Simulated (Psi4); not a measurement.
# SiNH4ClO (SMILES N[SiH](O)Cl): wB97M-V/6-31G(d) (spherical functions)

Aim: the vertical singlet–triplet gap of SiNH4ClO at wB97M-V/6-31G* (spherical functions), from 2 runs. 

The calculation is run with Psi4 1.11.

4 further runs of the same task are left out: 3 that didn't finish, 1 set aside as unsound or not needed.

## 1. The structure to begin with

SiNH4ClO has 8 atoms, charge 0, and is taken as a singlet. As SMILES, `N[SiH](O)Cl`. The coordinates come from a PBE0-D4/def2-TZVP relaxation. This is one conformer, not always the lowest.

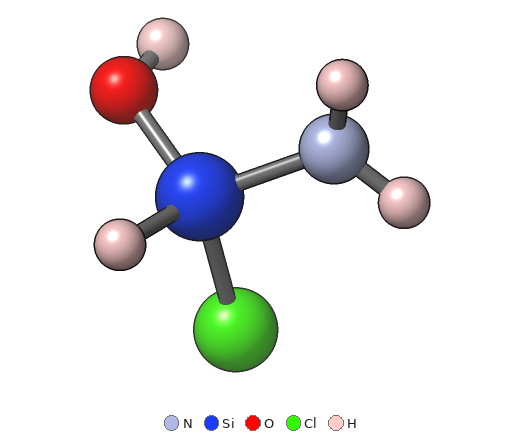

The structure, seen from a chosen angle (nitrogen light blue, silicon blue, oxygen red, chlorine green, hydrogen pink).

## 2. A single-point energy at wB97M-V/6-31G(d) (spherical functions)

Contents of job.dat:

```
memory 2200 mb

molecule {
  0 1
  N     -0.749800     0.885600    -0.289000
  Si     0.524400    -0.226200    -0.115300
  O      0.551300    -0.861300     1.386900
  Cl     0.173100    -1.641600    -1.566900
  H     -1.217200     0.998000    -1.172700
  H     -0.806900     1.712400     0.283000
  H      1.896700     0.277200    -0.308600
  H     -0.279500    -1.201200     1.726700
  symmetry c1
  no_reorient
  no_com
}

set {
  basis                6-31G*
  puream               true
  e_convergence        1e-09
  d_convergence        1e-08
  scf_type             pk
  dft_radial_points    99
  dft_spherical_points 590
}

energy("wb97m-v")
print_variables()
```

Started as:

```sh
$ psi4 -n 1 job.dat job.out
```

job.out (excerpt; [...] marks lines left out):

```text
[...]
  Running in c1 symmetry.
[...]
  Nuclear repulsion =  228.759091773363366
[...]
  Multiplicity = 1
[...]
  Nalpha       = 25
  Nbeta        = 25
[...]
    Number of basis functions: 72
[...]
   @RKS iter   1:  -881.83661401464929   -3.06415e-01   1.02970e-02 DIIS/ADIIS
[...]
   @RKS iter  12:  -882.06737545895407   -1.02318e-12   3.61565e-09 DIIS
[...]
    Orbital Energies [Eh]
    ---------------------
    Doubly Occupied:
       1A   -101.845456     2A    -66.461846     3A    -19.358211
       4A    -14.506240     5A     -9.627407     6A     -7.329999
       7A     -7.324810     8A     -7.324590     9A     -5.492663
      10A     -3.808471    11A     -3.806229    12A     -3.804530
      13A     -1.142844    14A     -0.987549    15A     -0.935380
      16A     -0.682988    17A     -0.615623    18A     -0.595522
      19A     -0.519184    20A     -0.505998    21A     -0.459071
      22A     -0.441278    23A     -0.414700    24A     -0.410252
      25A     -0.373091
[...]
  @RKS Final Energy:  -882.06737545895407
   => Energetics <=
    Nuclear Repulsion Energy =            228.7590917733633660
    One-Electron Energy =               -1672.8525491882435290
    Two-Electron Energy =                 611.8376382947552656
    DFT Exchange-Correlation Energy =     -50.0153806907814698
    Empirical Dispersion Energy =           0.0000000000000000
    VV10 Nonlocal Energy =                  0.2038243519521949
    Total Energy =                       -882.0673754589540749
[...]
 Multipole Moments:
 ------------------------------------------------------------------------------------
     Multipole            Electronic (a.u.)      Nuclear  (a.u.)        Total (a.u.)
 ------------------------------------------------------------------------------------
 L = 1.  Multiply by 2.5417464519 to convert [e a0] to [Debye]
 Dipole X            :        -17.7887062           17.0816124           -0.7070939
 Dipole Y            :         57.5231244          -56.6517216            0.8714028
 Dipole Z            :         35.5744340          -35.2450930            0.3293410
 Magnitude           :                                                    1.1695256
[...]
```

It took 3.7 min on 1 thread of Intel Xeon Platinum 8259CL at 2.50GHz (Skylake/Cascade Lake), shared host; peak memory 1.3 GiB.

## 3. The triplet

Contents of calc.py:

```python
import psi4

psi4.set_memory('2200 MB')
psi4.set_num_threads(1)
psi4.set_output_file('clh4nosi.out', False)

m = psi4.geometry("""
0 3
N     -0.749800     0.885600    -0.289000
Si     0.524400    -0.226200    -0.115300
O      0.551300    -0.861300     1.386900
Cl     0.173100    -1.641600    -1.566900
H     -1.217200     0.998000    -1.172700
H     -0.806900     1.712400     0.283000
H      1.896700     0.277200    -0.308600
H     -0.279500    -1.201200     1.726700
symmetry c1
""")

psi4.set_options({
    'reference': 'uks',
    'puream': True,
    'e_convergence': 1e-09,
    'd_convergence': 1e-08,
    'scf_type': 'pk',
    'dft_radial_points': 99,
    'dft_spherical_points': 590,
    'maxiter': 100,
})

E = psi4.energy("wb97m-v/6-31G*", molecule=m)
print('E =', round(E, 9))
for k, v in sorted(psi4.core.scalar_variables().items()):
    print(f'{k:45s} {v:18.10f}')
```

Started as:

```sh
$ python calc.py
```

clh4nosi.out (excerpt; [...] marks lines left out):

```text
[...]
  Running in c1 symmetry.
[...]
  Nuclear repulsion =  228.759091773363366
[...]
  Multiplicity = 3
[...]
  Nalpha       = 26
  Nbeta        = 24
[...]
    Number of basis functions: 72
[...]
   @UKS iter   1:  -881.44215636681952    8.80425e-02   1.11660e-02 DIIS/ADIIS
[...]
   @UKS iter  27:  -881.79357039997399   -3.52429e-12   6.62258e-09 DIIS
[...]
   @S^2 Observed:                2.003389689E+00
[...]
    Orbital Energies [Eh]
    ---------------------
    Alpha Occupied:
       1A   -101.858747     2A    -66.485805     3A    -19.369001
       4A    -14.634115     5A     -9.640535     6A     -7.343342
       7A     -7.338004     8A     -7.337635     9A     -5.519630
      10A     -3.834587    11A     -3.833683    12A     -3.831239
      13A     -1.157077    14A     -1.104389    15A     -0.952864
      16A     -0.722641    17A     -0.704735    18A     -0.652235
      19A     -0.570435    20A     -0.544197    21A     -0.496115
      22A     -0.482387    23A     -0.456880    24A     -0.427075
      25A     -0.425346    26A     -0.110642
    Alpha Virtual:
[...]
  @UKS Final Energy:  -881.79357039997399
   => Energetics <=
    Nuclear Repulsion Energy =            228.7590917733633660
    One-Electron Energy =               -1671.0606785395359566
    Two-Electron Energy =                 610.2730752276665953
    DFT Exchange-Correlation Energy =     -49.9680632618480729
    Empirical Dispersion Energy =           0.0000000000000000
    VV10 Nonlocal Energy =                  0.2030044003800469
    Total Energy =                       -881.7935703999739872
[...]
 Multipole Moments:
 ------------------------------------------------------------------------------------
     Multipole            Electronic (a.u.)      Nuclear  (a.u.)        Total (a.u.)
 ------------------------------------------------------------------------------------
 L = 1.  Multiply by 2.5417464519 to convert [e a0] to [Debye]
 Dipole X            :          0.4265674           -1.0728176           -0.6462502
 Dipole Y            :         -4.7330866            5.0317101            0.2986235
 Dipole Z            :         -2.9182552            3.0944870            0.1762318
 Magnitude           :                                                    0.7333983
[...]
```

The script printed:

```text
E = -881.7935704
CURRENT ENERGY                                   -881.7935704000
CURRENT REFERENCE ENERGY                         -881.7935704000
DD SOLVATION ENERGY                                 0.0000000000
DFT FUNCTIONAL TOTAL ENERGY                      -881.7935704000
DFT TOTAL ENERGY                                 -881.7935704000
DFT VV10 ENERGY                                     0.2030044004
DFT XC ENERGY                                     -49.9680632618
GRID ELECTRONS ALPHA                               26.0000003015
GRID ELECTRONS BETA                                24.0000000036
GRID ELECTRONS TOTAL                               50.0000003051
NUCLEAR REPULSION ENERGY                          228.7590917734
ONE-ELECTRON ENERGY                             -1671.0606785395
PCM POLARIZATION ENERGY                             0.0000000000
PE ENERGY                                           0.0000000000
SCF ITERATION ENERGY                             -881.7935704000
SCF ITERATIONS                                     27.0000000000
SCF TOTAL ENERGY                                 -881.7935704000
TWO-ELECTRON ENERGY                               610.2730752277
XC GRID RADIAL POINTS                              99.0000000000
XC GRID SPHERICAL POINTS                          590.0000000000
XC GRID TOTAL POINTS                           442358.0000000000
```

It took 8.6 min on 1 thread of Intel Xeon Platinum 8259CL at 2.50GHz (Skylake/Cascade Lake), shared host; peak memory 1.3 GiB.

## 4. What came out

At wB97M-V/6-31G* (spherical functions):

```
                                        quantity          value
                           singlet: total energy  -882.06738 Eh
                          singlet: dipole moment         2.97 D
                            singlet: HOMO energy      -10.15 eV
                            singlet: LUMO energy        3.29 eV
                          singlet: HOMO–LUMO gap       13.44 eV
                           triplet: total energy  -881.79357 Eh
                          triplet: dipole moment         1.86 D
     triplet: HOMO energy (highest over α and β)       -3.01 eV
                                   triplet: ⟨S²⟩          2.003
vertical energy of the triplet above the singlet       7.451 eV
```

At this shape the triplet lies 7.45 eV (172 kcal/mol) above the singlet.
